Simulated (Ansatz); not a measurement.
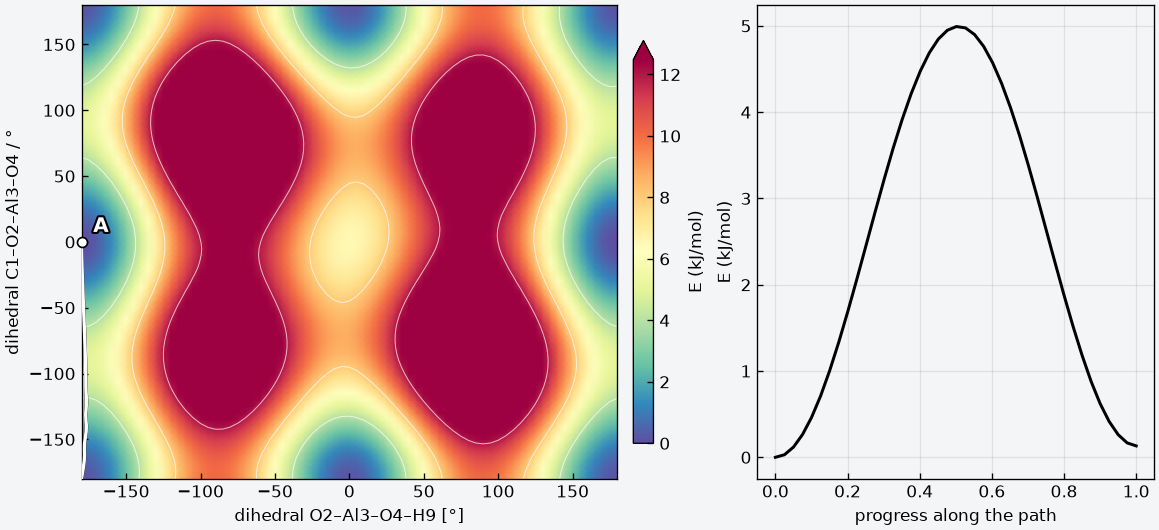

CH₄AlBrO₂, SMILES C[O][Al]([OH])[Br]. Coordinates scanned: (1) dihedral O2–Al3–O4–H9; (2) dihedral C1–O2–Al3–O4. Nothing is relaxed (all other coordinates rigid). The grid has 18 × 18 points. Points are written as (first, second). Energies are in kJ/mol, from the lowest grid point. All numbers below come from RHF/def2-SVP (Ansatz).

Drawn: a smooth colour map with a few white contour lines, a line along the lowest path, one colour for all values above the top of the scale, the energy along the path at the right, the start A. Between grid points the surface is interpolated.

**Describe the path and its barrier.**

The easiest path leads from the well at (−180°, 0°) to the well at (−180°, −180°), about 0.13 kJ/mol higher (on a rigid scan; wells that are mirror images or exchange like atoms can differ by this much). Its highest point lies about 5 kJ/mol above the bottom of the first well on the interpolated surface, at about (−175°, −90°). The start is the relaxed structure and all else is held, so a fully relaxed path at this level can only be lower.
